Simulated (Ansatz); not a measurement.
**Molecular dynamics of AlSiH₅ClF (part 1 of 2)**

System: AlSiH₅ClF.
Method: RKS PBE0-D4/def2-SVP (Ansatz 0.2.0).

Figures and captions count atoms from 1; the log counts them from 0 in places.

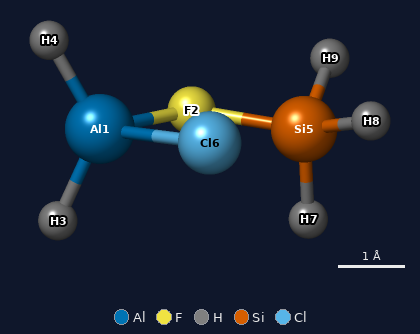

*The starting structure (ball-and-stick view, seen at a tilt; atoms are numbered from 1 in the order of the input). Sticks mark near contacts.*

Bond lengths as drawn: Al–Cl 2.26 Å, Al–F 1.81 Å, Al–H 1.57 to 1.58 Å, F–Si 1.87 Å and H–Si 1.47 to 1.49 Å.

**The input**
```yaml
crystal:
  periodic: [false, false, false]
  atoms:
    - {symbol: Al, position_ang: [-1.544929, -0.262079, -0.772505]}
    - {symbol: F, position_ang: [-0.236446, 0.920678, -0.351568]}
    - {symbol: H, position_ang: [-1.380513, -0.700638, -2.276879]}
    - {symbol: H, position_ang: [-2.885500, 0.170122, -0.067839]}
    - {symbol: Si, position_ang: [1.232795, 0.278513, 0.608477]}
    - {symbol: Cl, position_ang: [-0.314110, -1.579613, 0.584236]}
    - {symbol: H, position_ang: [2.035698, 0.072208, -0.610308]}
    - {symbol: H, position_ang: [1.828541, -0.541295, 1.696053]}
    - {symbol: H, position_ang: [1.264464, 1.641903, 1.190433]}
basis:
  gaussian: {orbitals: def2-SVP}
hamiltonian: {xc: pbe0, dispersion: d4}
md: {n_steps: 40, timestep: 1.0, temperature: 700, ensemble: nve, seed: 368, initial_velocities: maxwell_boltzmann}
```

Machine: 4 threads of Arm Neoverse V1, 23 GiB of memory available, shared host.

Command:
```bash
ansatz run in.yaml --threads 4 --pin off --events-out ev --progress --plain --max-ram 9574MiB
```

**What the program printed**
```
Functional definition: PBE0
  name "PBE0"
  cite "Adamo & Barone, J. Chem. Phys. 110, 6158 (1999) doi:10.1063/1.478522"
  cite "Perdew, Burke & Ernzerhof, Phys. Rev. Lett. 77, 3865 (1996) doi:10.1103/PhysRevLett.77.3865"
  parent pbe
  parameter a = 0.25
  parameter kappa = 0.804
  parameter beta = 0.06672455060314922
  exchange = (1 - a)*pbe_x(kappa = kappa, mu = beta*pi^2/3) + a*exact_x
  correlation = pbe_c(beta = beta)
929 factors; integrals over basis functions are off by at most 3.9e-4 eV
mean field evaluation 1: about -29772.8674 eV, gradient 2.5e1 eV
mean field evaluation 2: about -29772.3795 eV, gradient 3.4e1 eV
mean field evaluation 4: about -29774.0438 eV, gradient 7.3e-1 eV
mean field evaluation 8: about -29774.0449 eV, gradient 7.4e-3 eV
mean field -29774.04488898 eV, -1094.1759680974 hartree, gradient 5.2e-5 eV, S^2 0.000000; 0 other end points of the search recorded, 0 dependent functions left out
the calculation of the forces begins
reference -29774.04492000 eV, -1094.1759692375 hartree; 29, 29 occupied and 64, 64 virtual orbitals, 929 factors
md step     0: t =     0.00 fs  T =   700.0 K  F+E_penalty+E_count = -29774.22424992 eV  E_kin = 0.633374 eV  conserved = -29773.59087592 eV  (22 SCF iters)
these checks for a lower state are left out or cut short: starts, cluster_reference, orbital_swaps, neighbouring_geometries, increment
929 factors; integrals over basis functions are off by at most 4.0e-4 eV
mean field evaluation 16: about -29774.0153 eV, gradient 2.7e-2 eV
mean field -29774.01530411 eV, -1094.1748808735 hartree, gradient 1.2e-5 eV, S^2 0.000000; 0 other end points of the search recorded, 0 dependent functions left out
the calculation of the forces begins
reference -29774.01533523 eV, -1094.1748820174 hartree; 29, 29 occupied and 64, 64 virtual orbitals, 929 factors
md step     1: t =     1.00 fs  T =   669.1 K  F+E_penalty+E_count = -29774.19419507 eV  E_kin = 0.605382 eV  conserved = -29773.58881277 eV  (24 SCF iters, 3 dispersion substeps)
[... from here on the SCF iterations and repeated set-up lines of each step are left out, up to the last step ...]
md step     2: t =     2.00 fs  T =   566.3 K  F+E_penalty+E_count = -29774.09736569 eV  E_kin = 0.512442 eV  conserved = -29773.58492342 eV  (24 SCF iters, 3 dispersion substeps)
md step     3: t =     3.00 fs  T =   453.9 K  F+E_penalty+E_count = -29773.99213098 eV  E_kin = 0.410709 eV  conserved = -29773.58142199 eV  (25 SCF iters, 3 dispersion substeps)
md step     4: t =     4.00 fs  T =   389.3 K  F+E_penalty+E_count = -29773.93219864 eV  E_kin = 0.352225 eV  conserved = -29773.57997407 eV  (25 SCF iters, 3 dispersion substeps)
md step     5: t =     5.00 fs  T =   397.1 K  F+E_penalty+E_count = -29773.94029438 eV  E_kin = 0.359318 eV  conserved = -29773.58097617 eV  (25 SCF iters, 3 dispersion substeps)
md step     6: t =     6.00 fs  T =   461.8 K  F+E_penalty+E_count = -29774.00142278 eV  E_kin = 0.417879 eV  conserved = -29773.58354404 eV  (25 SCF iters, 3 dispersion substeps)
md step     7: t =     7.00 fs  T =   540.3 K  F+E_penalty+E_count = -29774.07545982 eV  E_kin = 0.488895 eV  conserved = -29773.58656441 eV  (25 SCF iters, 3 dispersion substeps)
md step     8: t =     8.00 fs  T =   581.4 K  F+E_penalty+E_count = -29774.11514366 eV  E_kin = 0.526081 eV  conserved = -29773.58906235 eV  (25 SCF iters, 3 dispersion substeps)
md step     9: t =     9.00 fs  T =   546.6 K  F+E_penalty+E_count = -29774.08402474 eV  E_kin = 0.494591 eV  conserved = -29773.58943356 eV  (25 SCF iters, 3 dispersion substeps)
md step    10: t =    10.00 fs  T =   437.7 K  F+E_penalty+E_count = -29773.98202690 eV  E_kin = 0.396069 eV  conserved = -29773.58595791 eV  (25 SCF iters, 3 dispersion substeps)
md step    11: t =    11.00 fs  T =   316.2 K  F+E_penalty+E_count = -29773.86649732 eV  E_kin = 0.286078 eV  conserved = -29773.58041899 eV  (25 SCF iters, 3 dispersion substeps)
md step    12: t =    12.00 fs  T =   267.0 K  F+E_penalty+E_count = -29773.82026917 eV  E_kin = 0.241583 eV  conserved = -29773.57868588 eV  (25 SCF iters, 3 dispersion substeps)
md step    13: t =    13.00 fs  T =   316.9 K  F+E_penalty+E_count = -29773.86917569 eV  E_kin = 0.286760 eV  conserved = -29773.58241539 eV  (25 SCF iters, 3 dispersion substeps)
md step    14: t =    14.00 fs  T =   411.4 K  F+E_penalty+E_count = -29773.95894445 eV  E_kin = 0.372222 eV  conserved = -29773.58672291 eV  (25 SCF iters, 3 dispersion substeps)
md step    15: t =    15.00 fs  T =   478.6 K  F+E_penalty+E_count = -29774.02139741 eV  E_kin = 0.433076 eV  conserved = -29773.58832123 eV  (25 SCF iters, 3 dispersion substeps)
md step    16: t =    16.00 fs  T =   484.5 K  F+E_penalty+E_count = -29774.02606964 eV  E_kin = 0.438350 eV  conserved = -29773.58771937 eV  (25 SCF iters, 3 dispersion substeps)
md step    17: t =    17.00 fs  T =   433.7 K  F+E_penalty+E_count = -29773.97850495 eV  E_kin = 0.392430 eV  conserved = -29773.58607504 eV  (24 SCF iters, 3 dispersion substeps)
md step    18: t =    18.00 fs  T =   353.6 K  F+E_penalty+E_count = -29773.90381814 eV  E_kin = 0.319925 eV  conserved = -29773.58389359 eV  (25 SCF iters, 3 dispersion substeps)
md step    19: t =    19.00 fs  T =   282.1 K  F+E_penalty+E_count = -29773.83689721 eV  E_kin = 0.255239 eV  conserved = -29773.58165840 eV  (25 SCF iters, 3 dispersion substeps)
md step    20: t =    20.00 fs  T =   256.6 K  F+E_penalty+E_count = -29773.81267438 eV  E_kin = 0.232164 eV  conserved = -29773.58051027 eV  (25 SCF iters, 3 dispersion substeps)
md step    21: t =    21.00 fs  T =   294.4 K  F+E_penalty+E_count = -29773.84811145 eV  E_kin = 0.266405 eV  conserved = -29773.58170674 eV  (25 SCF iters, 3 dispersion substeps)
md step    22: t =    22.00 fs  T =   375.0 K  F+E_penalty+E_count = -29773.92444232 eV  E_kin = 0.339316 eV  conserved = -29773.58512640 eV  (24 SCF iters, 3 dispersion substeps)
md step    23: t =    23.00 fs  T =   444.2 K  F+E_penalty+E_count = -29773.99061097 eV  E_kin = 0.401946 eV  conserved = -29773.58866538 eV  (25 SCF iters, 3 dispersion substeps)
md step    24: t =    24.00 fs  T =   449.6 K  F+E_penalty+E_count = -29773.99610919 eV  E_kin = 0.406832 eV  conserved = -29773.58927699 eV  (25 SCF iters, 3 dispersion substeps)
md step    25: t =    25.00 fs  T =   387.2 K  F+E_penalty+E_count = -29773.93599083 eV  E_kin = 0.350334 eV  conserved = -29773.58565665 eV  (25 SCF iters, 3 dispersion substeps)
md step    26: t =    26.00 fs  T =   314.4 K  F+E_penalty+E_count = -29773.86583810 eV  E_kin = 0.284436 eV  conserved = -29773.58140255 eV  (25 SCF iters, 3 dispersion substeps)
md step    27: t =    27.00 fs  T =   294.0 K  F+E_penalty+E_count = -29773.84762111 eV  E_kin = 0.266045 eV  conserved = -29773.58157585 eV  (24 SCF iters, 3 dispersion substeps)
md step    28: t =    28.00 fs  T =   326.9 K  F+E_penalty+E_count = -29773.88048156 eV  E_kin = 0.295757 eV  conserved = -29773.58472504 eV  (25 SCF iters, 3 dispersion substeps)
md step    29: t =    29.00 fs  T =   367.2 K  F+E_penalty+E_count = -29773.91850504 eV  E_kin = 0.332288 eV  conserved = -29773.58621684 eV  (25 SCF iters, 3 dispersion substeps)
md step    30: t =    30.00 fs  T =   386.0 K  F+E_penalty+E_count = -29773.93473443 eV  E_kin = 0.349294 eV  conserved = -29773.58544020 eV  (25 SCF iters, 3 dispersion substeps)
md step    31: t =    31.00 fs  T =   388.0 K  F+E_penalty+E_count = -29773.93534153 eV  E_kin = 0.351046 eV  conserved = -29773.58429532 eV  (25 SCF iters, 3 dispersion substeps)
md step    32: t =    32.00 fs  T =   388.3 K  F+E_penalty+E_count = -29773.93517932 eV  E_kin = 0.351348 eV  conserved = -29773.58383150 eV  (24 SCF iters, 3 dispersion substeps)
md step    33: t =    33.00 fs  T =   395.0 K  F+E_penalty+E_count = -29773.94127528 eV  E_kin = 0.357363 eV  conserved = -29773.58391202 eV  (25 SCF iters, 3 dispersion substeps)
md step    34: t =    34.00 fs  T =   408.0 K  F+E_penalty+E_count = -29773.95323314 eV  E_kin = 0.369163 eV  conserved = -29773.58407059 eV  (25 SCF iters, 3 dispersion substeps)
md step    35: t =    35.00 fs  T =   426.1 K  F+E_penalty+E_count = -29773.96957643 eV  E_kin = 0.385528 eV  conserved = -29773.58404844 eV  (25 SCF iters, 3 dispersion substeps)
md step    36: t =    36.00 fs  T =   450.0 K  F+E_penalty+E_count = -29773.99128799 eV  E_kin = 0.407197 eV  conserved = -29773.58409063 eV  (25 SCF iters, 3 dispersion substeps)
md step    37: t =    37.00 fs  T =   478.7 K  F+E_penalty+E_count = -29774.01801193 eV  E_kin = 0.433168 eV  conserved = -29773.58484344 eV  (24 SCF iters, 3 dispersion substeps)
md step    38: t =    38.00 fs  T =   501.5 K  F+E_penalty+E_count = -29774.03986884 eV  E_kin = 0.453737 eV  conserved = -29773.58613218 eV  (25 SCF iters, 3 dispersion substeps)
md step    39: t =    39.00 fs  T =   504.2 K  F+E_penalty+E_count = -29774.04215833 eV  E_kin = 0.456188 eV  conserved = -29773.58597007 eV  (25 SCF iters, 3 dispersion substeps)
these checks for a lower state are left out or cut short: starts, cluster_reference, orbital_swaps, neighbouring_geometries, increment
929 factors; integrals over basis functions are off by at most 3.1e-4 eV
mean field evaluation 320: about -29773.8593 eV, gradient 6.9e-3 eV
mean field -29773.85961393 eV, -1094.1691593649 hartree, gradient 1.5e-5 eV, S^2 0.000000; 0 other end points of the search recorded, 0 dependent functions left out
the calculation of the forces begins
reference -29773.85964523 eV, -1094.1691605154 hartree; 29, 29 occupied and 64, 64 virtual orbitals, 929 factors
929 factors; integrals over basis functions are off by at most 3.1e-4 eV
mean field -29773.85961393 eV, -1094.1691593649 hartree, gradient 1.5e-5 eV, S^2 0.000000; 1 other end points of the search recorded, 0 dependent functions left out
the calculation of the forces begins
reference -29773.85964523 eV, -1094.1691605154 hartree; 29, 29 occupied and 64, 64 virtual orbitals, 929 factors
md step    40: t =    40.00 fs  T =   496.3 K  F+E_penalty+E_count = -29774.03243747 eV  E_kin = 0.449078 eV  conserved = -29773.58335945 eV  (23 SCF iters, 3 dispersion substeps)
```

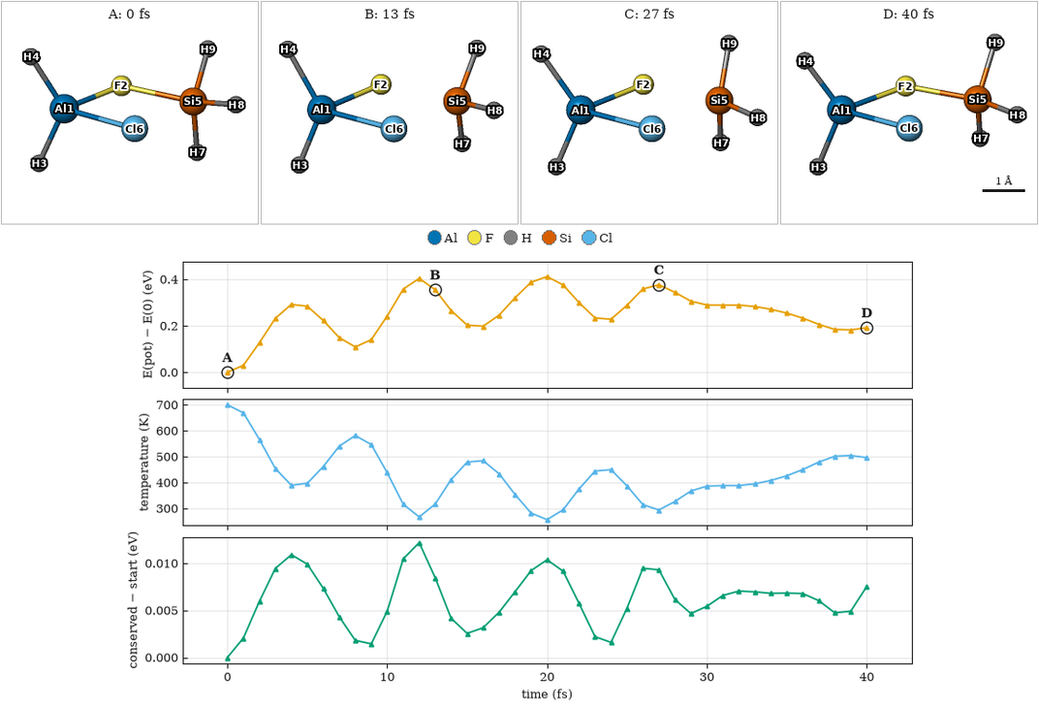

*Frames of the molecular dynamics (ball-and-stick, seen at a tilt) above the curves, on which the letters mark them.*

The trajectory kept here has 41 frames over 40 fs. The temperature starts at 700 K, ranges from 257 to 700 K and averages 397 K over the second half. The potential energy ends 0.192 eV above its first value. The conserved quantity stays within 0.012 eV. After an unweighted best fit of the last frame on the first, the root-mean-square displacement is 0.23 Å.
